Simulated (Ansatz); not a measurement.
# BH₂Cl₃ (built from SMILES ClB(Cl)Cl.[H][H]): a saddle search

Does the minimum-mode search get back to a saddle from here?

The runs use Ansatz 0.2.0, Gaussian basis; BHLYP-D4/6-31G.

1 further run of the same task is left out (it didn't finish).

### 1 Where the work starts

The start, a known saddle point with all atoms moved at random by about 0.06 Å a coordinate: 6 atoms, charge 0, spin multiplicity 1.

Atoms are counted from 1 here; the program's logs count them from 0.

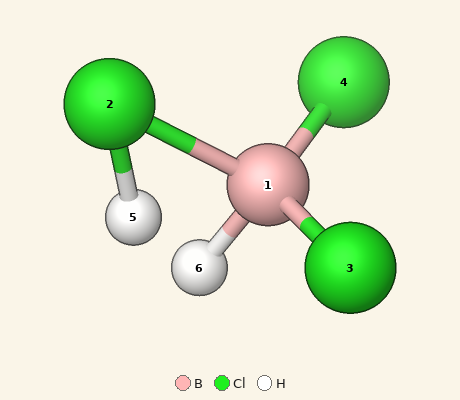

Start geometry, drawn with boron pink, chlorine green, hydrogen white; atoms are numbered from 1 in the order of the file.

Geometry (Å):

```
B    -0.2420    0.2854   -0.0753
Cl    1.6685   -0.3161   -0.1708
Cl   -1.0521    0.0697   -1.6480
Cl   -0.3600    1.7469    0.8338
H     0.4362   -0.8988    0.4616
H    -0.5310   -0.7543    0.6536
```

### 2 The search

Contents of run/in.yaml:

```yaml
crystal:
  periodic: [false, false, false]
  atoms:
    - {symbol: B, position_ang: [-0.241968, 0.285399, -0.075335]}
    - {symbol: Cl, position_ang: [1.668530, -0.316140, -0.170813]}
    - {symbol: Cl, position_ang: [-1.052089, 0.069678, -1.648027]}
    - {symbol: Cl, position_ang: [-0.359972, 1.746900, 0.833775]}
    - {symbol: H, position_ang: [0.436221, -0.898800, 0.461590]}
    - {symbol: H, position_ang: [-0.531003, -0.754338, 0.653621]}
basis:
  gaussian: {orbitals: 6-31G}
hamiltonian: {xc: {name: BHLYP}, dispersion: d4}
saddle:
  f_tol: 0.1
  max_steps: 40
  mode_guess:
    - [-0.5398, -0.0395, 0.1677]
    - [0.0793, -0.2917, 0.1821]
    - [-0.0404, 0.0633, -0.0690]
    - [-0.0275, 0.0957, -0.0232]
    - [0.6689, 0.0026, -0.1760]
    - [-0.1405, 0.1695, -0.0816]
```

On the command line:

```
> ansatz run in.yaml --threads 2 --pin off --events-out ev --progress --plain --max-ram 4352MiB
```

Log:

```text
Functional definition: BHLYP
  name "BHLYP"
  cite "Becke, J. Chem. Phys. 98, 1372 (1993) doi:10.1063/1.464304"
  cite "Becke, Phys. Rev. A 38, 3098 (1988) doi:10.1103/PhysRevA.38.3098"
  cite "Lee, Yang & Parr, Phys. Rev. B 37, 785 (1988) doi:10.1103/PhysRevB.37.785"
  parameter a = 0.5
  exchange = (1 - a)*b88_x + a*exact_x
  correlation = lyp_c
647 factors; integrals over basis functions are off by at most 2.9e-4 eV
mean field evaluation 1: about -38272.0178 eV, gradient 1.8e1 eV
mean field evaluation 2: about -38272.3635 eV, gradient 1.7e1 eV
mean field evaluation 4: about -38273.1718 eV, gradient 4.6e-1 eV
mean field evaluation 8: about -38273.1748 eV, gradient 4.0e-3 eV
mean field -38273.17482132 eV, -1406.5132321940 hartree, gradient 8.4e-5 eV, S^2 0.000000; 0 other end points of the search recorded, 0 dependent functions left out
the calculation of the forces begins
reference -38273.17496218 eV, -1406.5132373704 hartree; 29, 29 occupied and 23, 23 virtual orbitals, 647 factors
[... from here to the last solve, the lines of the solves are left out (50 solves) ...]
saddle step   1: F+E_penalty+E_count = -38273.40367375 eV  max|allowed force component| = 2.620e0 eV/Å  curvature = -11.1266 eV/Å²  mode residual = 1.46e0 eV/Å²  Δτ_max = 0.0000 Å  (1 rotations, 3 force calls, 57 SCF iters)  cluster: 3 rotations left out, max|force component along them| = 2.181e-7 eV/Å
saddle step   2: F+E_penalty+E_count = -38273.55868709 eV  max|allowed force component| = 1.026e0 eV/Å  curvature = -12.9571 eV/Å²  mode residual = 1.01e0 eV/Å²  Δτ_max = 0.0886 Å  (1 rotations, 3 force calls, 61 SCF iters)  cluster: 3 rotations left out, max|force component along them| = 6.633e-7 eV/Å
saddle step   3: F+E_penalty+E_count = -38273.64217633 eV  max|allowed force component| = 5.222e-1 eV/Å  curvature = -12.9217 eV/Å²  mode residual = 3.85e-1 eV/Å²  Δτ_max = 0.0320 Å  (1 rotations, 3 force calls, 58 SCF iters)  cluster: 3 rotations left out, max|force component along them| = 7.096e-7 eV/Å
saddle step   4: F+E_penalty+E_count = -38273.67921174 eV  max|allowed force component| = 1.979e-1 eV/Å  curvature = -12.0685 eV/Å²  mode residual = 5.63e-1 eV/Å²  Δτ_max = 0.0418 Å  (1 rotations, 3 force calls, 61 SCF iters)  cluster: 3 rotations left out, max|force component along them| = 7.878e-7 eV/Å
saddle step   5: F+E_penalty+E_count = -38273.68538778 eV  max|allowed force component| = 1.635e-1 eV/Å  curvature = -11.6608 eV/Å²  mode residual = 4.60e-1 eV/Å²  Δτ_max = 0.0188 Å  (1 rotations, 3 force calls, 62 SCF iters)  cluster: 3 rotations left out, max|force component along them| = 8.314e-7 eV/Å
saddle step   6: F+E_penalty+E_count = -38273.68645901 eV  max|allowed force component| = 5.092e-2 eV/Å  curvature = -11.5607 eV/Å²  mode residual = 2.13e-1 eV/Å²  Δτ_max = 0.0114 Å  (1 rotations, 7 force calls, 116 SCF iters)  cluster: 3 rotations left out, max|force component along them| = 8.227e-7 eV/Å
saddle search: the force at step 7 is within saddle.f_tol, and the search now checks the order of the point unasked, as it does wherever a lone molecule whose rigid rotations it leaves out would converge (saddle.isolated_cluster): at most 100 rotations across the mode and 202 force calls, two more next to a line or behind a second negative curvature, two more where it reads a positive, two for each turn that reads one and six more at each negative that it reads, and up to 22 at one that stands (24 where saddle.amplitude is under 0.005 Å), over each length that the point is read over (saddle.order_check: false declines the check)
saddle search: the rotation starts from a random direction (saddle.seed = 0)
647 factors; integrals over basis functions are off by at most 3.0e-4 eV
mean field -38273.46376218 eV, -1406.5238505745 hartree, gradient 2.2e-5 eV, S^2 0.000000; 1 other end points of the search recorded, 0 dependent functions left out
the calculation of the forces begins
reference -38273.46390544 eV, -1406.5238558395 hartree; 29, 29 occupied and 23, 23 virtual orbitals, 647 factors
saddle step   7: F+E_penalty+E_count = -38273.68668100 eV  max|allowed force component| = 9.744e-4 eV/Å  curvature = -11.5654 eV/Å² (error put at 0.0060; -11.5706 at half of saddle.amplitude)  mode residual = 1.01e-1 eV/Å²  Δτ_max = 0.0060 Å  (1 rotations, 29 force calls, 425 SCF iters)  order check (unasked): positive, curvature across the mode = +3.1427 eV/Å²; +3.0716 less its residual, +3.0715 less it at half of saddle.amplitude; error put at 0.0001 (22 force calls)  cluster: 3 rotations left out, max|force component along them| = 1.064e-6 eV/Å
Total energy: -38273.68682426 eV, -1406.5320479550 hartree
Atom 0 at    -0.299302     0.266084    -0.077865 Å, force     0.000744    -0.000307     0.000919 eV/Å
Atom 1 at     1.814686    -0.370539    -0.212525 Å, force    -0.000974     0.000117     0.000144 eV/Å
Atom 2 at    -1.070730     0.075856    -1.677261 Å, force    -0.000279     0.000046    -0.000668 eV/Å
Atom 3 at    -0.396578     1.774929     0.872625 Å, force    -0.000056     0.000107    -0.000141 eV/Å
Atom 4 at     0.422603    -0.869443     0.487968 Å, force     0.000219    -0.000208     0.000011 eV/Å
Atom 5 at    -0.550961    -0.744189     0.661869 Å, force     0.000347     0.000244    -0.000265 eV/Å
Dipole moment:    -0.218906    -0.345538     0.288066 e Å
```

Run time: 77 s. Hardware: 2 threads of Arm Neoverse N1, shared host.

The steps of the relaxation:

```csv
step,energy from step 1 (eV),largest force component (eV/Å)
1,0.0000,2.6202
2,-0.1550,1.0256
3,-0.2385,0.5222
4,-0.2755,0.1979
5,-0.2817,0.1635
6,-0.2828,0.0509
7,-0.2830,0.0010
```

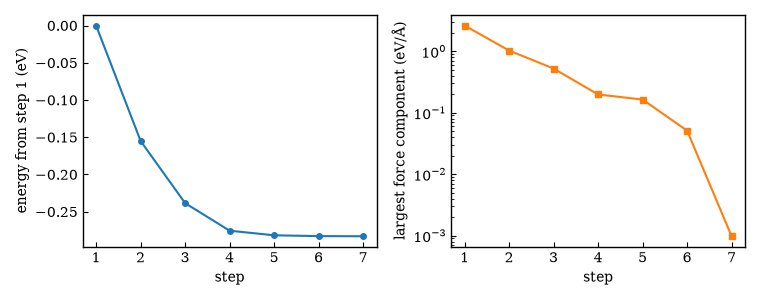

Energy and largest force along the relaxation.

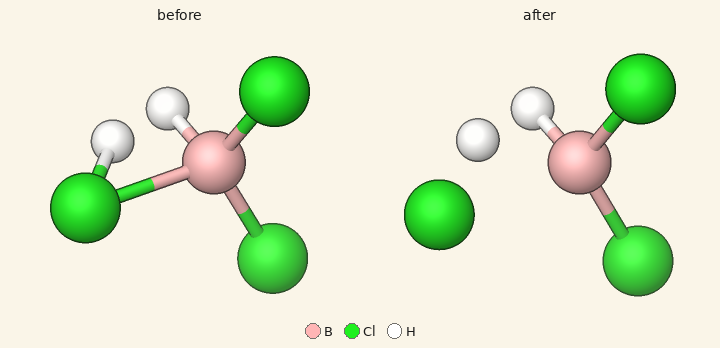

Before and after, at one scale.

Close pairs (by a distance rule), those that changed most:

```csv
bond,before (Å),after (Å),change (Å)
B1–Cl2,2.005,2.212,+0.207
Cl2–H5,1.503,1.636,+0.134
B1–Cl4,1.725,1.786,+0.061
B1–H6,1.302,1.277,-0.025
B1–Cl3,1.782,1.786,+0.004
```

### 3 What came out

| quantity | value |
| --- | --- |
| steps | 7 |
| energy change | -27.3 kJ/mol |
| last largest force | 0.0010 eV/Å |
| RMSD from the start | 0.078 Å |
| RMSD from the known saddle | 0.048 Å |

It converged in 7 steps at a force tolerance of 0.1 eV/Å. It is back at the known saddle, up to the shift that another level brings.
